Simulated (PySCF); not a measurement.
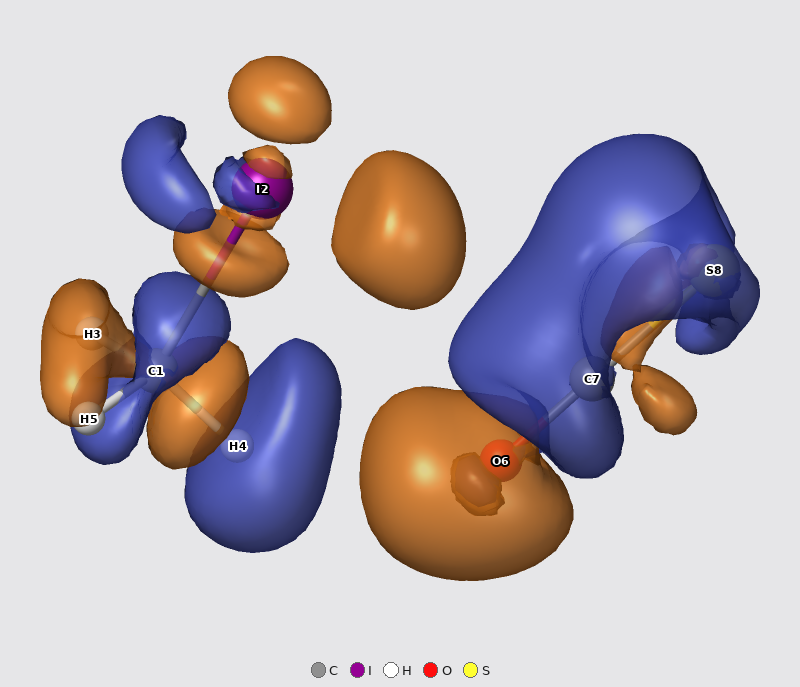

Figure 1: C2H3IOS, SMILES `CI.O=C=S`. Density of the complex less the densities of the two fragments at the same geometry, ±0.001 e/Å³ (orange: gain, blue: loss). Fragment A: H3CI (atoms 1–5); fragment B: CSO.

Computed with PySCF, PBE/def2-SVPD, geometry: GFN2-xTB. Core potentials replace the inner electrons of I; spin–orbit coupling isn't included. GFN2-xTB bond lengths at metals and heavier atoms can be off by up to 0.1 Å and shapes distorted, which carries into these values.

Input script:

```python
import numpy as np
from pyscf import gto, scf, dft
from pyscf.scf import atom_ks, atom_hf
from scipy.linalg import block_diag
from pyscf.dispersion import dftd3

def solve(mol, dm0=None, hcore=None):
    mf = (dft.UKS if mol.spin else dft.RKS)(mol, xc='pbe')
    mf.grids.level = 3
    mf = mf.density_fit(auxbasis='def2-universal-jkfit')
    mf.conv_tol, mf.max_cycle = 1e-8, 80
    if hcore is not None:
        mf.get_hcore = lambda *args: hcore
    mf.kernel(dm0)
    if not mf.converged:
        mf = mf.newton().run(mf.mo_coeff, mf.mo_occ, max_cycle=30)
    assert mf.converged, 'SCF not converged'
    return mf

mol = gto.M(atom='''
C     -1.54348    -1.70141    -0.10567
I     -1.23849     0.41633     0.01494
H     -1.96467    -1.92572    -1.07736
H     -0.58372    -2.18611     0.01922
H     -2.22630    -1.98869     0.68366
O      1.83596    -1.64061     0.10332
C      2.40169    -0.63405     0.03748
S      3.16112     0.69829    -0.05217
''', basis='def2-svpd', ecp={'I': 'def2-svpd'}, charge=0, spin=0, verbose=4)
mol_a = gto.M(atom='''
C     -1.54348    -1.70141    -0.10567
I     -1.23849     0.41633     0.01494
H     -1.96467    -1.92572    -1.07736
H     -0.58372    -2.18611     0.01922
H     -2.22630    -1.98869     0.68366
ghost-O      1.83596    -1.64061     0.10332
ghost-C      2.40169    -0.63405     0.03748
ghost-S      3.16112     0.69829    -0.05217
''', basis='def2-svpd', ecp={'I': 'def2-svpd'}, charge=0, spin=0, verbose=4)
mol_b = gto.M(atom='''
ghost-C     -1.54348    -1.70141    -0.10567
ghost-I     -1.23849     0.41633     0.01494
ghost-H     -1.96467    -1.92572    -1.07736
ghost-H     -0.58372    -2.18611     0.01922
ghost-H     -2.22630    -1.98869     0.68366
O      1.83596    -1.64061     0.10332
C      2.40169    -0.63405     0.03748
S      3.16112     0.69829    -0.05217
''', basis='def2-svpd', charge=0, spin=0, verbose=4)
ab, a, b = solve(mol), solve(mol_a), solve(mol_b)
e_int = ab.e_tot - a.e_tot - b.e_tot
print('counterpoise-corrected interaction energy / kcal/mol', e_int * 627.5095)
def disp(atoms, charge):
    m = gto.M(atom=atoms, charge=charge, basis='sto-3g', spin=None, unit='Bohr', verbose=0)
    return dftd3.DFTD3Dispersion(m, xc='pbe', version='d3bj').get_dispersion()['energy']
e_disp = disp(mol._atom, mol.charge) - disp(mol._atom[:5], mol_a.charge) - disp(mol._atom[5:], mol_b.charge)
print('D3(BJ) part / kcal/mol', e_disp * 627.5095)
# spherically averaged free atoms, for the promolecule
atom_ks.AtomSphAverageRKS.init_guess_by_vsap = lambda self, mol=None: self.init_guess_by_minao(mol)  # core potentials
atm = atom_ks.get_atm_nrks(mol, xc='pbe')
pro = block_diag(*[(atm[a[0]][2] * atm[a[0]][3]) @ atm[a[0]][2].T for a in mol._atom])
np.savez('result.npz', e_int=e_int, e_disp=e_disp, dm_a=a.make_rdm1(), dm_b=b.make_rdm1(), c=ab.mo_coeff, occ=ab.mo_occ, eps=ab.mo_energy, pro=pro, d=[f.dip_moment(verbose=0) for f in (ab, a, b)])
```

Command:

```sh
OMP_NUM_THREADS=1 python input.py
```

The run took 59 s on 1 thread of Arm Neoverse V2, on a shared host, peak memory 0.53 GiB.

Partitions, critical points and surface values were worked out afterwards from this run's density.

Q: How is the density rearranged on binding?

A: Hirshfeld charges show almost no net transfer (under 0.005 e). By Hirshfeld charges, electrons gather most on O6 (−0.010 e) and leave S8 most (+0.006 e); 0.04 e is displaced in all, which induces a dipole of 0.05 D.

Q: What is the interaction energy, and which contacts carry it?

A: The counterpoise-corrected interaction energy of the frozen fragments is −0.6 kcal/mol without dispersion correction and −2.0 kcal/mol with D3(BJ). The pair geometry is semi-empirical, not a minimum at this level. Contacts: H4···O6, weak C–H hydrogen bond, 2.48 Å, ρ = 0.008 a.u.; I2···O6, 3.70 Å, ρ = 0.005 a.u. The pose is a local one from a semi-empirical search, not shown to be the most stable.
